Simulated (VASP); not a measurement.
# PbO (Litharge): structure and properties in VASP, part 5 of 5

Aim: relax PbO (Litharge), then compute properties on the relaxed cell. The start is a cell from a database of measured crystal structures.

VASP 6.6.1, plane waves and PAW; the level of theory is named at each step.

So far, gap on the k-mesh (eV): step 2 (full relaxation (PBEsol)) 1.22; step 5 (density of states (PBEsol)) 1.21; step 6 (optical spectrum (PBEsol)) 1.21; step 8 (a semilocal run for the hybrid's start) 1.22.

The database entry behind the starting cell differs from later determinations by our own check (an axis about 0.4 % long against later determinations), so it need not match the best structure at ambient conditions.

### 9. Bands along the symmetry lines (HSE06)

This step: HSE06; plane waves and PAW (Pb_d, O) (VASP 6.6.1).

HSE06 mixes in a quarter of exact exchange at short range, at far higher cost; in semiconductors this cures much of the gap error, while metals seldom gain.

Contents of INCAR:

```
SYSTEM = PbO
PREC = Accurate
ENCUT = 520
EDIFF = 1E-06
NELM = 100
ISMEAR = 0
SIGMA = 0.05
LREAL = .FALSE.
ALGO = Normal
LHFCALC = .TRUE.
AEXX = 0.25
GGA = PE
HFSCREEN = 0.2
LASPH = .TRUE.
NBANDS = 26
PRECFOCK = Fast
LORBIT = 11
LWAVE = .FALSE.
LCHARG = .FALSE.
KPAR = 4
```

Contents of POSCAR:

```
PbO
1.0
    3.9903219130      0.0000000000      0.0000000000
    0.0000000000      3.9903219130      0.0000000000
    0.0000000000      0.0000000000      5.0461551002
Pb O
2 2
Direct
    0.0000000000      0.5000000000      0.2347986345
    0.5000000000      0.0000000000      0.7652013655
    0.0000000000      0.0000000000      0.0000000000
    0.5000000000      0.5000000000      0.0000000000
```

Contents of KPOINTS:

```
Automatic mesh
0
Gamma
4 4 3
0 0 0
```

Contents of KPOINTS_OPT:

```
Line mode
6
Line-mode
Reciprocal
  0.00000000   0.00000000   0.00000000 GAMMA
  0.00000000   0.50000000   0.00000000 X

  0.00000000   0.50000000   0.00000000 X
  0.50000000   0.50000000   0.00000000 M

  0.50000000   0.50000000   0.00000000 M
  0.00000000   0.00000000   0.00000000 GAMMA

  0.00000000   0.00000000   0.00000000 GAMMA
  0.00000000   0.00000000   0.50000000 Z

  0.00000000   0.00000000   0.50000000 Z
  0.00000000   0.50000000   0.50000000 R

  0.00000000   0.50000000   0.50000000 R
  0.50000000   0.50000000   0.50000000 A

  0.50000000   0.50000000   0.50000000 A
  0.00000000   0.00000000   0.50000000 Z

  0.00000000   0.50000000   0.00000000 X
  0.00000000   0.50000000   0.50000000 R

  0.50000000   0.50000000   0.00000000 M
  0.50000000   0.50000000   0.50000000 A
```

The projector-augmented-wave data sets are Pb_d and O (PBE family, release 64).

The WAVECAR or CHGCAR of an earlier step is read.

Launch:

```sh
$ mpirun -np 4 vasp_std
```

What it wrote:

```text
[banner, memory and clock lines left out]
running    4 mpi-ranks, on    1 nodes
 distrk:  each k-point on    1 cores,    4 groups
 distr:  one band on    1 cores,    1 groups

 POSCAR found type information on POSCAR PbO
 POSCAR found :  2 types and       4 ions
 LDA part: xc-table for (Slater+PW92), standard interpolation
 found WAVECAR, reading the header
 POSCAR, INCAR and KPOINTS ok, starting setup
 FFT: planning ... GRIDC
 FFT: planning ... GRID_SOFT
 FFT: planning ... GRID
 reading WAVECAR
 the WAVECAR file was read successfully
 initial charge from wavefunction
 entering main loop
       N       E                     dE             d eps       ncg     rms          rms(c)
DAV:   1    -0.265795590587E+02   -0.26580E+02   -0.14285E+00   910   0.127E+01    0.148E+00
DAV:   2    -0.265385824211E+02    0.40977E-01   -0.23739E-01   812   0.374E+00    0.617E-01
DAV:   3    -0.265437079115E+02   -0.51255E-02   -0.82596E-02   888   0.192E+00    0.537E-01
DAV:   4    -0.265413068911E+02    0.24010E-02   -0.58848E-03   888   0.113E+00    0.256E-01
DAV:   5    -0.265412278713E+02    0.79020E-04   -0.47683E-03   886   0.539E-01    0.110E-01
DAV:   6    -0.265411207844E+02    0.10709E-03   -0.30803E-04   828   0.191E-01    0.626E-02
DAV:   7    -0.265411162902E+02    0.44943E-05   -0.20435E-04   918   0.106E-01    0.447E-02
DAV:   8    -0.265411209785E+02   -0.46884E-05   -0.18935E-05   792   0.421E-02    0.265E-02
DAV:   9    -0.265411230088E+02   -0.20302E-05   -0.12523E-05   786   0.288E-02    0.134E-02
DAV:  10    -0.265411251496E+02   -0.21408E-05   -0.18274E-06   600   0.135E-02    0.809E-03
DAV:  11    -0.265411263684E+02   -0.12189E-05   -0.78622E-07   400   0.766E-03    0.506E-03
DAV:  12    -0.265411272235E+02   -0.85513E-06   -0.32073E-07   322   0.492E-03
   1 F= -.26541127E+02 E0= -.26541127E+02  d E =-.211886E-10
 Start KPOINTS_OPT (optional k-point list driver)
k-point batch [1-12\54]
       N       E                     dE             ncg
DAV:   1     0.263290344366E+04   -0.80819E+04      624
DAV:   2    -0.291311986651E+04   -0.55460E+04      648
DAV:   3    -0.367290961074E+04   -0.75979E+03      762
DAV:   4    -0.373498020476E+04   -0.62071E+02      780
DAV:   5    -0.373690059613E+04   -0.19204E+01      856
DAV:   6    -0.373696051528E+04   -0.59919E-01      880
DAV:   7    -0.373696288010E+04   -0.23648E-02      900
DAV:   8    -0.373696295595E+04   -0.75847E-04      832
DAV:   9    -0.373696295680E+04   -0.85293E-06      600
[...]
k-point batch [49-54\54]
       N       E                     dE             ncg
DAV:   1     0.792656973950E+04   -0.74778E+04      312
DAV:   2     0.513785889689E+04   -0.27887E+04      358
DAV:   3     0.477592952778E+04   -0.36193E+03      354
DAV:   4     0.475108703480E+04   -0.24842E+02      368
DAV:   5     0.475018642410E+04   -0.90061E+00      388
DAV:   6     0.475015376509E+04   -0.32659E-01      420
DAV:   7     0.475015250507E+04   -0.12600E-02      396
DAV:   8     0.475015242805E+04   -0.77026E-04      426
DAV:   9     0.475015242582E+04   -0.22207E-05      284
DAV:  10     0.475015242578E+04   -0.49198E-07      188
```

Wall time 8.2 min (4 MPI ranks of Intel Xeon 6975P-C (Granite Rapids), shared host); peak memory 1.3 GiB.

OUTCAR, selected parts (step 9):

```text
   k-points           NKPTS =     12   k-points in BZ     NKDIM =     48   number of bands    NBANDS=     26

   NELECT =      40.0000    total number of electrons

  exchange ACFDT corr.  =         0.00000000  see jH, gK, PRB 81, 115126

 E-fermi :   4.6964

 k-point     1 :       0.0000    0.0000    0.0000
  band No.  band energies     occupation
    ...
     16      -0.4316      2.00000
     17       2.2959      2.00000
     18       2.3445      2.00000
     19       2.3445      2.00000
     20       4.4894      2.00000
     21       7.7113      0.00000
     22      10.8934      0.00000
     23      11.1585      0.00000
     24      11.1585      0.00000
     25      12.1953      0.00000
    ...

 POSITION                                       TOTAL-FORCE (eV/Angst)
 -----------------------------------------------------------------------------------
      0.00000      1.99516      1.18483        -0.000000     -0.000000     -0.265855
      1.99516      0.00000      3.86132        -0.000000     -0.000000      0.265855
      0.00000      0.00000      0.00000         0.000000      0.000000      0.000000
      1.99516      1.99516      0.00000         0.000000      0.000000      0.000000
 -----------------------------------------------------------------------------------
    total drift:                               -0.000008     -0.000005     -0.000002

  FREE ENERGIE OF THE ION-ELECTRON SYSTEM (eV)
  ---------------------------------------------------
  free  energy   TOTEN  =       -26.5411272235 eV

  energy  without entropy=      -26.5411272235  energy(sigma->0) =      -26.54112722

[... 8 parts as in an earlier step ...]

[... 8 further parts left out ...]
```

The k-mesh is coarse for exact exchange; levels may shift by about 0.1 eV on a finer one.

This step gave:

```yaml
scf_cycles: 12
free_energy_toten: -26.54 eV
fermi_energy: 4.696 eV
least_gap_on_mesh_and_path: 1.970 eV
least_direct_gap_on_mesh_and_path: 3.199 eV
least_direct_gap_at_k: 0, 0, 0.1
```

The electronic bands at the labelled points (eV, zero at the valence-band top; v1 is the highest filled band, c1 the lowest empty one):

```tsv
point	v4	v3	v2	v1	c1	c2	c3	c4
Γ	-2.19	-2.15	-2.15	0.00	3.22	6.40	6.67	6.67
X	-3.59	-3.59	-1.86	-1.86	4.25	4.25	7.70	7.70
M	-1.80	-1.80	-1.46	-1.46	1.97	1.97	6.21	6.21
Γ	-2.19	-2.15	-2.15	0.00	3.22	6.40	6.67	6.67
Z	-2.24	-2.17	-2.17	-1.20	2.81	4.95	4.95	5.11
R	-3.55	-3.55	-1.20	-1.20	3.90	3.90	7.40	7.40
A	-2.40	-2.40	-1.47	-1.47	4.29	4.29	5.72	5.72
Z	-2.24	-2.17	-2.17	-1.20	2.81	4.95	4.95	5.11
jump to X	-3.59	-3.59	-1.86	-1.86	4.25	4.25	7.70	7.70
R	-3.55	-3.55	-1.20	-1.20	3.90	3.90	7.40	7.40
jump to M	-1.80	-1.80	-1.46	-1.46	1.97	1.97	6.21	6.21
A	-2.40	-2.40	-1.47	-1.47	4.29	4.29	5.72	5.72
```

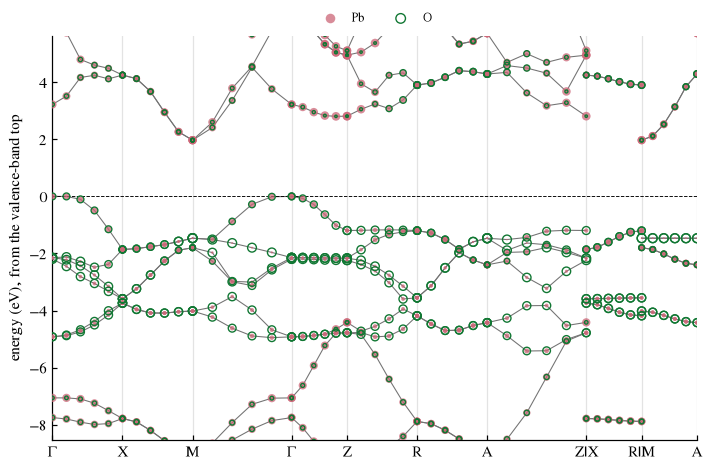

Electronic bands along the path; dots are coloured as in the legend, and their area grows with the weight.

Force by atom:

```tsv
atom	x (eV/Å)	y (eV/Å)	z (eV/Å)	size
Pb1	0.000	0.000	-0.266	0.266
Pb2	0.000	0.000	0.266	0.266
O3	0.000	0.000	0.000	0.000
O4	0.000	0.000	0.000	0.000
```

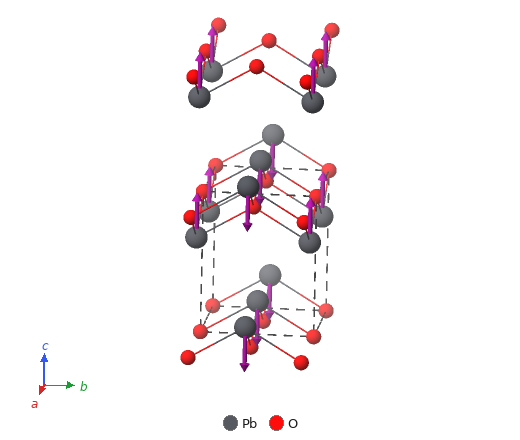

Force as arrows, the longest 0.266 eV/Å. 2×1×2 cells are drawn. Some periodic images of atoms are drawn too.

The gap moves by +0.76 eV against PBEsol, which ran on another mesh.

### 10. Band structure (TB-mBJ)

This step: TB-mBJ; plane waves and PAW (Pb_d, O) (VASP 6.6.1).

The mesh alone shows little of the dispersion and can miss band extrema, so KPOINTS_OPT adds a path through the symmetry points after the self-consistent cycle. TB-mBJ is a local potential fitted to gaps: it costs far less than a hybrid but gives no energy.

Contents of INCAR:

```
SYSTEM = PbO
PREC = Accurate
ENCUT = 520
EDIFF = 1E-06
NELM = 150
ISMEAR = 0
SIGMA = 0.05
LREAL = .FALSE.
ALGO = Normal
METAGGA = MBJ
LASPH = .TRUE.
NBANDS = 34
LORBIT = 11
LWAVE = .FALSE.
LCHARG = .FALSE.
KPAR = 4
```

POSCAR is that of step 9.

Contents of KPOINTS:

```
Automatic mesh
0
Gamma
6 6 5
0 0 0
```

Changes to KPOINTS_OPT since step 9:

```diff
@@ -1,3 +1,3 @@
 Line mode
-6
+16
 Line-mode
```

Launch:

```sh
$ mpirun -np 4 vasp_std
```

What it wrote:

```text
[banner, memory and clock lines left out]
running    4 mpi-ranks, on    1 nodes
[...]
[... a notice as in an earlier step ...]

 LDA part: xc-table for (None), standard interpolation
 POSCAR, INCAR and KPOINTS ok, starting setup
[...]
entering main loop
       N       E                     dE             d eps       ncg     rms          rms(c)
DAV:   1     0.279278390702E+04    0.27928E+04   -0.18550E+04  2040   0.138E+03
DAV:   2     0.235929134144E+04   -0.43349E+03   -0.40340E+03  2096   0.391E+02
DAV:   3     0.230334521885E+04   -0.55946E+02   -0.54432E+02  2438   0.154E+02
DAV:   4     0.230078555936E+04   -0.25597E+01   -0.25519E+01  2486   0.341E+01
[...]
DAV:   8     0.230508521482E+04    0.20701E+01   -0.69415E+00  2324   0.131E+01    0.497E+00
DAV:   9     0.230498411663E+04   -0.10110E+00   -0.10603E+00  2142   0.501E+00    0.443E+00
DAV:  10     0.230460858750E+04   -0.37553E+00   -0.25433E-01  2562   0.300E+00    0.481E+00
[... 130 further cycles ...]
DAV: 141     0.230766227910E+04   -0.46932E-01   -0.10498E-02  2382   0.619E-01    0.881E-01
DAV: 142     0.230767038442E+04    0.81053E-02   -0.19279E-03  2696   0.303E-01    0.819E-01
DAV: 143     0.230768417054E+04    0.13786E-01   -0.11710E-03  2136   0.193E-01    0.784E-01
DAV: 144     0.230761228121E+04   -0.71889E-01   -0.33507E-03  2356   0.293E-01    0.871E-01
[...]
DAV: 148     0.230739153844E+04   -0.12235E+00   -0.57271E-03  2314   0.430E-01    0.962E-01
DAV: 149     0.230726497264E+04   -0.12657E+00   -0.21597E-03  2486   0.304E-01    0.105E+00
DAV: 150     0.230678545302E+04   -0.47952E+00   -0.45145E-02  2168   0.138E+00
|                                                                             |
|           W    W    AA    RRRRR   N    N  II  N    N   GGGG   !!!           |
|           W    W   A  A   R    R  NN   N  II  NN   N  G    G  !!!           |
|           W    W  A    A  R    R  N N  N  II  N N  N  G       !!!           |
|           W WW W  AAAAAA  RRRRR   N  N N  II  N  N N  G  GGG   !            |
|           WW  WW  A    A  R   R   N   NN  II  N   NN  G    G                |
|           W    W  A    A  R    R  N    N  II  N    N   GGGG   !!!           |
|                                                                             |
|     The electronic self-consistency was not achieved in the given           |
|     number of steps (NELM). The forces and other quantities evaluated       |
|     might not be reliable so examine the results carefully. If you find     |
|     spurious results, we suggest increasing NELM, if you were close to      |
|     convergence or switching to a different ALGO or adjusting the           |
|     density mixing parameters otherwise.                                    |
|                                                                             |

   1 F= 0.23067855E+04 E0= 0.23067855E+04  d E =-.248867E-15
 Start KPOINTS_OPT (optional k-point list driver)
k-point batch [1-30\144]
       N       E                     dE             ncg
DAV:   1     0.716615403969E+04   -0.16556E+05     2056
DAV:   2    -0.565119710891E+04   -0.12817E+05     2072
DAV:   3    -0.734149306965E+04   -0.16903E+04     2426
DAV:   4    -0.742328586432E+04   -0.81793E+02     2510
DAV:   5    -0.742769044271E+04   -0.44046E+01     3368
DAV:   6    -0.742773606350E+04   -0.45621E-01     2782
DAV:   7    -0.742773717562E+04   -0.11121E-02     3048
DAV:   8    -0.742773720224E+04   -0.26616E-04     2522
DAV:   9    -0.742773720298E+04   -0.74825E-06     1888
[...]
k-point batch [121-144\144]
       N       E                     dE             ncg
DAV:   1     0.120302632795E+05   -0.26624E+05     1632
DAV:   2     0.194289776090E+04   -0.10087E+05     1688
DAV:   3     0.623582953826E+03   -0.13193E+04     1992
DAV:   4     0.563772781120E+03   -0.59810E+02     2000
DAV:   5     0.560179082224E+03   -0.35937E+01     2790
DAV:   6     0.560133024007E+03   -0.46058E-01     2200
DAV:   7     0.560132264865E+03   -0.75914E-03     2400
DAV:   8     0.560132238476E+03   -0.26389E-04     2024
DAV:   9     0.560132237964E+03   -0.51164E-06     1486
```

Elapsed: 3.5 min, on 4 MPI ranks; peak memory 1.1 GiB.

OUTCAR, selected parts (step 10):

```text
 k-point     1 :       0.0000    0.0000    0.0000
  band No.  band energies     occupation
    ...
     16       1.0233      2.00000
     17       3.3164      2.00000
     18       3.3547      2.00000
     19       3.3547      2.00000
     20       5.3644      2.00000
     21       8.4361      0.00000
     22      11.5130      0.00000
     23      11.5130      0.00000
     24      11.5288      0.00000
     25      12.7225      0.00000
    ...

  Total     -115.8249700   -115.8249700   -115.6490414      0.0000000      0.0000000      0.0000000
  in kB    -2309.5975897  -2309.5975897  -2306.0894997      0.0000000      0.0000000      0.0000000
  external PRESSURE =   -2308.4282264 kB  Pullay stress =       0.0000000 kB

 POSITION                                       TOTAL-FORCE (eV/Angst)
 -----------------------------------------------------------------------------------
      0.00000      1.99516      1.18483         0.000000      0.000000      1.857950
      1.99516      0.00000      3.86132        -0.000000      0.000000     -1.857950
      0.00000      0.00000      0.00000         0.000000     -0.000000      0.000000
      1.99516      1.99516      0.00000        -0.000000      0.000000      0.000000
 -----------------------------------------------------------------------------------
    total drift:                               -0.000000      0.000000      0.000000

  FREE ENERGIE OF THE ION-ELECTRON SYSTEM (eV)
  ---------------------------------------------------
  free  energy   TOTEN  =      2306.7854530219 eV

  energy  without entropy=     2306.7854530219  energy(sigma->0) =     2306.78545302

[... 9 parts as in an earlier step ...]

[... 10 further parts left out ...]
[key lines of the parts left out:]
E-fermi :   5.6250
```

The electronic loop ended without reaching EDIFF, so its numbers are not used.

### 11. Summary of results

```json
{
 "relaxed volume": "20.09 Å³/atom",
 "relaxed conventional cell a, b, c": "3.990, 3.990, 5.046 Å",
 "space group after relaxing, within 0.02 Å": "P4/nmm (No. 129)",
 "band gap": "1.21 eV, indirect (least direct gap of that run 2.21 eV)",
 "gap among the points of the DOS mesh alone, an upper bound": "1.21 eV",
 "strongest peak of ε2, mean over directions": "4.32 eV",
 "ε1 at zero frequency, no local fields, mean": "6.99",
 "band gap (PBEsol + SOC)": "1.19 eV, indirect (least direct gap of that run 2.10 eV)",
 "band gap (HSE06)": "1.97 eV, indirect (least direct gap of that run 3.20 eV)"
}
```

**Reading.** With PBEsol, PbO (Litharge) relaxes to 20.09 Å³/atom in space group P4/nmm (held by the symmetry of the run) and has an indirect gap of 1.21 eV (1.97 eV with HSE06). Against the listed cell the volume lies +0.7 % (a under 0.05 %, c +0.7 %). Not obtained: band structure (TB-mBJ), because the run did not converge. Bands along the symmetry lines (PBEsol): On this path the gap is indirect, 1.21 eV, with the valence top between Γ and X and the conduction bottom at M. The least direct gap is 2.21 eV. Band structure (PBEsol + SOC): On this path the gap is indirect, 1.19 eV, with the valence top between Γ and X and the conduction bottom at M. The least direct gap is 2.10 eV. Bands along the symmetry lines (HSE06): On this path the gap is indirect, 1.97 eV, with the valence top at Γ and the conduction bottom at M. The least direct gap is 3.20 eV. The other levels ran on the cell relaxed with PBEsol, and without spin-orbit coupling unless named. LASPH was switched on together with spin-orbit coupling, so shifts put down to the coupling hold both changes. Semilocal functionals usually underestimate gaps. The bonds form layers, and without a dispersion term the spacing between them, and what depends on it, is unreliable. No search among competing phases was made, and a listed structure need not be the one stable at ambient conditions. All values are for a static lattice at zero temperature.

[Lines on the potential files, build, host, timing and source positions are cut from VASP's logs without a mark.]

[Logs are printed without paths, hosts, clocks, repeated set-up lines and the standing remarks that a program may print on its own settings, such as how far it seeks lower states.]

[Hosts, paths, dates, database ids (printed as entryN), source tags and the programs' standing remarks are cut or masked in the printed files.]

[A measured line is paired with the nearest computed mode of its activity, which favours agreement.]
